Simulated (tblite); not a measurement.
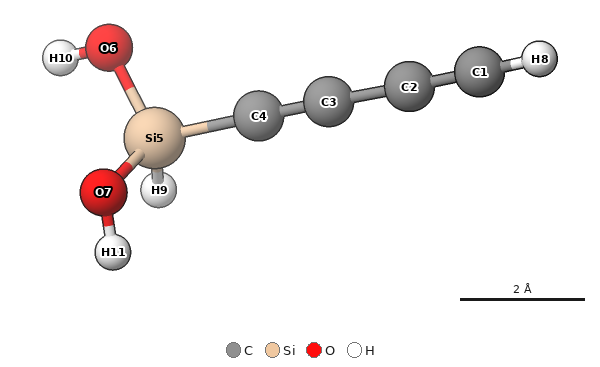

**Figure 1.** The starting structure (ball-and-stick view, seen at a tilt; atoms are numbered from 1 in the order of the input).

# C₄H₄O₂Si: geometry relaxation

The run: geometry relaxation of C₄H₄O₂Si. Method and program: GFN2-xTB geometry optimisation, gas phase (tblite 0.8.0).

It belongs to a series of runs on one base structure; here: constitutional isomer.

## Input file
```
{"job": {"kind": "relax", "xc": "GFN2-xTB", "basis": "xTB"}, "charge": 0, "multiplicity": 1}
C      3.881900    -1.095000     0.246800
C      2.708400    -0.753200     0.119200
C      1.368900    -0.355600     0.012700
C      0.198500    -0.004500    -0.119300
Si    -1.546000     0.501600    -0.315400
O     -1.717400     2.078000     0.285900
O     -2.538900    -0.650700     0.442800
H      4.890200    -1.388100     0.369800
H     -1.905100     0.527000    -1.749600
H     -2.557900     2.495300    -0.057600
H     -2.777100    -1.352000    -0.221400
```

The first line tells a small driver script what to run in tblite; the rest is the geometry in Å.

Launch command:
```bash
OMP_NUM_THREADS=1 python <driver script> task.json out
```

## What the program printed
```
step      E/eV     max force
  0    -555.23630    2.267
  1    -555.39425    3.414
  2    -555.44768    2.724
  3    -555.53739    0.875
  4    -555.56053    0.613
  5    -555.57913    1.858
  6    -555.59677    0.481
  7    -555.60428    0.401
  8    -555.62642    0.748
  9    -555.64365    0.704
 10    -555.65298    0.349
 11    -555.65690    0.186
 12    -555.66171    0.388
 13    -555.66891    0.615
 14    -555.67803    0.627
 15    -555.68559    0.372
 16    -555.68982    0.233
 17    -555.69178    0.230
 18    -555.69396    0.276
 19    -555.69730    0.223
 20    -555.70316    0.182
 21    -555.70617    0.273
 22    -555.70810    0.196
 23    -555.70944    0.118
 24    -555.71035    0.106
 25    -555.71298    0.189
 26    -555.71417    0.164
 27    -555.71510    0.078
 28    -555.71567    0.091
 29    -555.71690    0.207
 30    -555.71904    0.346
 31    -555.72056    0.440
 32    -555.72356    0.218
 33    -555.72508    0.113
 34    -555.72579    0.105
 35    -555.72622    0.140
 36    -555.72683    0.145
 37    -555.72756    0.138
 38    -555.72823    0.061
 39    -555.72851    0.065
 40    -555.72885    0.085
 41    -555.72919    0.079
 42    -555.72948    0.062
 43    -555.72968    0.077
 44    -555.73016    0.103
 45    -555.73089    0.168
 46    -555.73192    0.186
 47    -555.73292    0.151
 48    -555.73263    0.259
 49    -555.73369    0.127
 50    -555.73393    0.040
 51    -555.73411    0.040
 52    -555.73469    0.097
 53    -555.73496    0.061
 54    -555.73526    0.056
 55    -555.73558    0.030
 56    -555.73574    0.033
 57    -555.73591    0.038
 58    -555.73607    0.039
 59    -555.73618    0.067
 60    -555.73638    0.092
 61    -555.73672    0.114
 62    -555.73712    0.108
 63    -555.73761    0.084
 64    -555.73817    0.063
 65    -555.73863    0.054
 66    -555.72257    1.116
 67    -555.73879    0.040
 68    -555.73891    0.035
 69    -555.73912    0.210
 70    -555.73946    0.023
 71    -555.73956    0.032
 72    -555.73974    0.094
 73    -555.73990    0.081
 74    -555.74058    0.036
 75    -555.74072    0.032
 76    -555.74092    0.037
 77    -555.74110    0.057
 78    -555.74130    0.054
 79    -555.74148    0.098
 80    -555.74168    0.045
 81    -555.74187    0.067
 82    -555.74202    0.033
 83    -555.74206    0.032
 84    -555.74208    0.013
 85    -555.74209    0.015
 86    -555.74211    0.012
 87    -555.74215    0.010
```

## Trajectory as extended XYZ (Å, eV, eV/Å), 10 of the 88 frames kept, from step=0 to step=87
```
11
Properties=species:S:1:pos:R:3:forces:R:3 step=0 energy=-555.23630
C     3.8819   -1.0950    0.2468   -2.1690   0.6290  -0.1980
C     2.7084   -0.7532    0.1192    0.5780  -0.1560   0.1970
C     1.3689   -0.3556    0.0127    0.1840  -0.0390  -0.1390
C     0.1985   -0.0045   -0.1193    2.0880  -0.5130   0.3610
Si   -1.5460    0.5016   -0.3154   -1.1030   0.6470   0.7210
O    -1.7174    2.0780    0.2859   -1.4650  -1.1200  -1.2460
O    -2.5389   -0.6507    0.4428    0.4190   0.0530  -1.9960
H     4.8902   -1.3881    0.3698   -0.3370   0.0950  -0.0840
H    -1.9051    0.5270   -1.7496    0.0450  -0.0090   0.1900
H    -2.5579    2.4953   -0.0576    1.4990  -0.5490   0.8130
H    -2.7771   -1.3520   -0.2214    0.2620   0.9610   1.3810
11
Properties=species:S:1:pos:R:3:forces:R:3 step=10 energy=-555.65298
C     3.8215   -1.0793    0.2512   -0.0780   0.0230  -0.0160
C     2.6695   -0.7387    0.1377    0.2480  -0.0430   0.0170
C     1.3801   -0.3455   -0.0046   -0.3190   0.1330   0.0460
C     0.2315    0.0441   -0.0718    0.1120  -0.1040  -0.1530
Si   -1.5304    0.4918   -0.4094   -0.0740  -0.0660   0.0160
O    -1.7403    1.9376    0.2886    0.1210   0.0110  -0.1260
O    -2.5381   -0.5506    0.3426   -0.0610   0.0520  -0.1390
H     4.8247   -1.3718    0.3494   -0.0480   0.0000   0.0050
H    -1.8490    0.5129   -1.8490    0.1290   0.0080   0.1580
H    -2.4857    2.4763    0.0476   -0.0780   0.0460   0.1070
H    -2.7784   -1.3741   -0.0682    0.0470  -0.0590   0.0840
11
Properties=species:S:1:pos:R:3:forces:R:3 step=19 energy=-555.69730
C     3.8013   -1.0710    0.2530    0.0240   0.0050   0.0120
C     2.6580   -0.7056    0.1542    0.1240  -0.0330   0.0060
C     1.3686   -0.3191    0.0125   -0.2140   0.0410  -0.0490
C     0.2131    0.0169   -0.1316   -0.0300  -0.0820   0.0710
Si   -1.5444    0.4795   -0.4506   -0.0810   0.0350  -0.1010
O    -1.6810    1.9430    0.2265    0.0500  -0.0230  -0.0590
O    -2.6396   -0.4989    0.2663    0.0680   0.0380  -0.0590
H     4.7971   -1.3772    0.3440    0.0990  -0.0310   0.0200
H    -1.7555    0.5076   -1.9057   -0.0490  -0.0110   0.1240
H    -2.4841    2.4513    0.1915   -0.0660  -0.0540   0.0390
H    -2.7281   -1.4238    0.0540    0.0740   0.1150  -0.0040
11
Properties=species:S:1:pos:R:3:forces:R:3 step=29 energy=-555.71690
C     3.8014   -1.0605    0.2621    0.0750  -0.0370   0.0110
C     2.6554   -0.7118    0.1454   -0.1800   0.0260   0.0400
C     1.3556   -0.3375    0.0097    0.1890  -0.0790  -0.0330
C     0.1881   -0.0442   -0.1165   -0.1280   0.0850  -0.0690
Si   -1.5356    0.4983   -0.4954    0.0180   0.0670   0.0040
O    -1.6584    1.9808    0.1442   -0.0780   0.0090  -0.0370
O    -2.6577   -0.4386    0.2260   -0.0360   0.0040   0.0670
H     4.7961   -1.3701    0.3603    0.0860  -0.0010   0.0060
H    -1.7683    0.5021   -1.9395    0.0300   0.0070  -0.0040
H    -2.5146    2.3649    0.3144    0.0470  -0.0400   0.0220
H    -2.6565   -1.3809    0.1033   -0.0230  -0.0420  -0.0060
11
Properties=species:S:1:pos:R:3:forces:R:3 step=39 energy=-555.72851
C     3.8031   -1.0728    0.2807    0.0160  -0.0010   0.0080
C     2.6439   -0.7692    0.1561   -0.0500   0.0340  -0.0250
C     1.3484   -0.3956   -0.0173    0.0320   0.0240  -0.0020
C     0.2026   -0.0315   -0.1726   -0.0380   0.0220  -0.0090
Si   -1.5237    0.5289   -0.5359   -0.0130  -0.0060   0.0020
O    -1.7149    2.0313    0.0393   -0.0190  -0.0140  -0.0040
O    -2.6283   -0.3871    0.2468    0.0010  -0.0520   0.0020
H     4.8131   -1.3292    0.3923    0.0090  -0.0290   0.0170
H    -1.7586    0.4970   -1.9780    0.0120  -0.0090   0.0050
H    -2.5364    2.2633    0.4650    0.0540  -0.0110   0.0060
H    -2.6438   -1.3326    0.1377   -0.0020   0.0420   0.0000
11
Properties=species:S:1:pos:R:3:forces:R:3 step=48 energy=-555.73263
C     3.7900   -1.0677    0.2969    0.0340  -0.0290  -0.0060
C     2.6446   -0.7337    0.1319   -0.0180   0.0140   0.0090
C     1.3553   -0.3496   -0.0518    0.0490  -0.0190   0.0250
C     0.1991   -0.0141   -0.1876   -0.0280   0.0140  -0.0280
Si   -1.5314    0.5231   -0.5512    0.0000   0.0020  -0.0130
O    -1.7331    2.0353   -0.0092    0.1540  -0.0550  -0.1430
O    -2.6181   -0.3872    0.2614   -0.0200  -0.0260  -0.0120
H     4.7846   -1.3675    0.4318    0.0370  -0.0020   0.0120
H    -1.7536    0.4705   -1.9923   -0.0330  -0.0030  -0.0130
H    -2.4795    2.2243    0.5439   -0.1840   0.0790   0.1650
H    -2.6524   -1.3305    0.1403    0.0090   0.0250   0.0050
11
Properties=species:S:1:pos:R:3:forces:R:3 step=58 energy=-555.73607
C     3.7900   -1.0776    0.3024   -0.0090   0.0040   0.0200
C     2.6507   -0.7230    0.1327   -0.0290   0.0020   0.0070
C     1.3623   -0.3346   -0.0613    0.0110  -0.0110  -0.0010
C     0.2073    0.0017   -0.2140   -0.0300  -0.0010  -0.0110
Si   -1.5357    0.5239   -0.5686    0.0020   0.0050   0.0000
O    -1.7683    2.0400   -0.0490   -0.0200   0.0070   0.0110
O    -2.6134   -0.3848    0.2595    0.0210  -0.0160   0.0090
H     4.7804   -1.3818    0.4627    0.0020   0.0040  -0.0160
H    -1.7814    0.4585   -2.0048    0.0050   0.0090  -0.0060
H    -2.4383    2.2087    0.6088    0.0350  -0.0060  -0.0160
H    -2.6483   -1.3285    0.1455    0.0140   0.0030   0.0010
11
Properties=species:S:1:pos:R:3:forces:R:3 step=68 energy=-555.73891
C     3.7686   -1.0788    0.3331    0.0100   0.0030  -0.0190
C     2.6360   -0.7111    0.1482   -0.0160  -0.0050  -0.0140
C     1.3529   -0.3175   -0.0662   -0.0090  -0.0130   0.0010
C     0.2026    0.0164   -0.2554   -0.0090  -0.0010   0.0060
Si   -1.5473    0.5261   -0.5963   -0.0050  -0.0070   0.0050
O    -1.8023    2.0439   -0.0935    0.0070  -0.0100  -0.0330
O    -2.5829   -0.4006    0.2648   -0.0070   0.0000   0.0080
H     4.7582   -1.3929    0.4787    0.0000   0.0060   0.0220
H    -1.8227    0.4656   -2.0256    0.0150   0.0090  -0.0020
H    -2.3483    2.1966    0.6721   -0.0070   0.0100   0.0290
H    -2.6094   -1.3450    0.1539    0.0220   0.0070  -0.0030
11
Properties=species:S:1:pos:R:3:forces:R:3 step=77 energy=-555.74110
C     3.7526   -1.0733    0.3323   -0.0060  -0.0060   0.0360
C     2.6148   -0.7212    0.1486    0.0100   0.0010  -0.0220
C     1.3340   -0.3288   -0.0780   -0.0070  -0.0010  -0.0070
C     0.1876    0.0152   -0.2723    0.0210   0.0040   0.0090
Si   -1.5609    0.5298   -0.6111   -0.0020  -0.0050   0.0050
O    -1.8366    2.0473   -0.1216   -0.0360   0.0120   0.0360
O    -2.5717   -0.4143    0.2599   -0.0150   0.0010  -0.0080
H     4.7379   -1.3808    0.5150    0.0110   0.0030  -0.0140
H    -1.8306    0.4845   -2.0407   -0.0050   0.0070   0.0040
H    -2.2737    2.2052    0.7120    0.0350  -0.0090  -0.0440
H    -2.5481   -1.3609    0.1700   -0.0060  -0.0060   0.0040
11
Properties=species:S:1:pos:R:3:forces:R:3 step=87 energy=-555.74215
C     3.7397   -1.0749    0.3542   -0.0020   0.0030  -0.0050
C     2.6087   -0.7187    0.1388    0.0050   0.0070   0.0040
C     1.3294   -0.3232   -0.0930   -0.0070  -0.0040   0.0050
C     0.1841    0.0275   -0.2827    0.0000  -0.0050  -0.0030
Si   -1.5713    0.5271   -0.6180    0.0050   0.0040   0.0040
O    -1.8677    2.0440   -0.1404   -0.0060  -0.0010  -0.0010
O    -2.5671   -0.4322    0.2533   -0.0010   0.0000   0.0010
H     4.7257   -1.3812    0.5363   -0.0010  -0.0010  -0.0010
H    -1.8498    0.4962   -2.0452    0.0040   0.0000   0.0000
H    -2.2050    2.2174    0.7343    0.0080  -0.0060  -0.0020
H    -2.5214   -1.3793    0.1764   -0.0060   0.0030  -0.0010
```

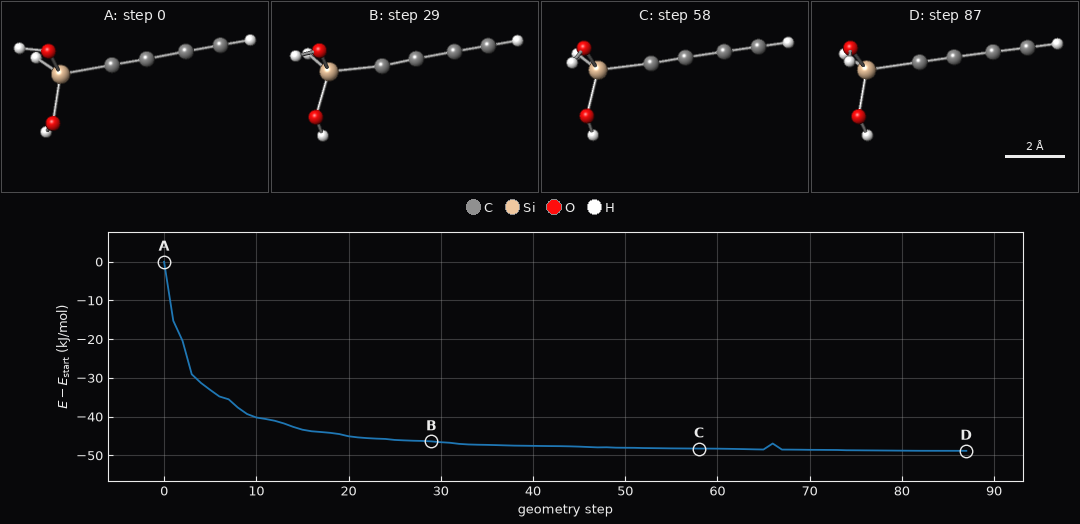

**Figure 2.** Frames of the relaxation (ball-and-stick view, seen at a tilt) above the curves, on which the letters mark them (steps are counted from 0).

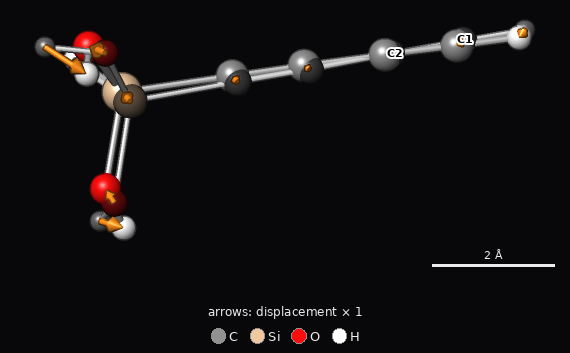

**Figure 3.** Start (faint) and end (solid) with the displacements as orange arrows, at true length (ball-and-stick view, seen at a tilt). The two geometries are laid on each other by the best rigid fit. The energy falls by 48.8 kJ/mol in 87 geometry steps. Largest force component: 2.2 eV/Å at the start, 0.008 eV/Å at the end. The largest move after the best rigid fit is that of H10, 0.93 Å. Largest moves by element: H 0.93 Å, O 0.44 Å, Si 0.29 Å, C 0.17 Å. Among the contacts that change: Si5–O6 1.696 → 1.618 Å, Si5–O7 1.700 → 1.634 Å, O6–H10 0.999 → 0.953 Å, O7–H11 0.995 → 0.951 Å. Among the angles that change: Si5–O7–H11 108.7° → 120.8°, Si5–O6–H10 110.6° → 120.4°, O6–Si5–O7 114.4° → 106.3°. (Atoms are counted from 1 in the order of the input.)

## Summary

| quantity | value |
| --- | --- |
| outcome | converged |
| total energy | −555.7421 eV |
| hardware | 1 CPU thread, shared host |
| peak memory | 0.18 GiB |
